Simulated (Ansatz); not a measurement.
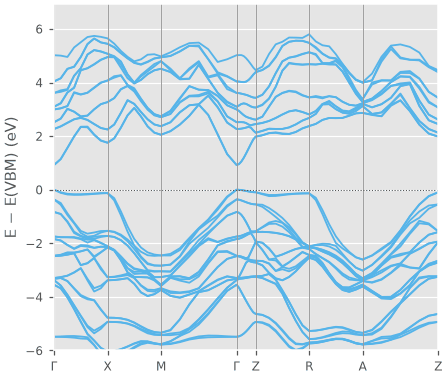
Fig. 1. Band structure from the program Ansatz at the PBEsol with spin–orbit coupling level (PAW)

Q: Read off the gap and where the band edges lie.

A: About 0.9 eV (0.92 eV by a search for the band edges); maximum at Γ, minimum at Γ.

The material is Zn₄TeS₃ in space group P-4m2 (No. 115; Pearson symbol tP8).

The start of the workflow was typed in or built on a structure type; neither database checked (COD, Materials Project) lists it. Whether it is the stable phase at ambient conditions was not checked. The PBEsol relaxation kept the symmetry of its start; its stability against distortions is not shown here.

Potentials: the earlier of the program's two PAW sets. The files were generated under PBE; for other functionals the program regenerates the frozen cores, and for LDA and PBEsol the local potential too.
